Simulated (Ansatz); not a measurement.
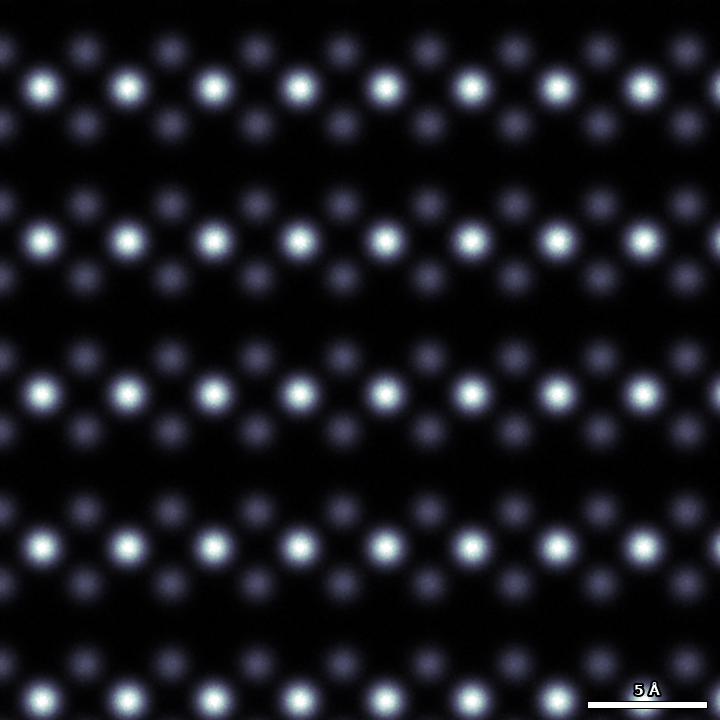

Dark-field STEM-like image of EuBi (P4/nmm, No. 129). Simulated incoherent Z contrast: every atom adds Z^1.7 spread by a probe of 1.12 Å full width; channelling and multiple scattering are left out. Shot noise was added. Atomic positions: the input geometry of an electronic-structure calculation (not necessarily at equilibrium); the starting structure was generated, so it need not be a known form of this composition.

```
Eu Bi
1.0
     5.16117    0.00000    0.00000
     0.00000    5.16117    0.00000
     0.00000    0.00000    6.50350
Eu Bi
2 2
Direct
  0.50000 0.00000 0.23680
  0.00000 0.50000 0.76320
  0.00000 0.00000 0.00000
  0.50000 0.50000 0.00000
```

Q: Which beam direction gives this image, [110], [101], [211] or [001]? (Directions equivalent by symmetry count as one.)

A: [110]. The projected cells are 3.65 × 6.50 Å, 90° for [110]; 4.04 × 5.16 Å, 90° for [101]; 3.23 × 4.11 Å, 100° for [211]; 3.65 × 3.65 Å, 90° for [001], and the image repeats as the [110] one does.
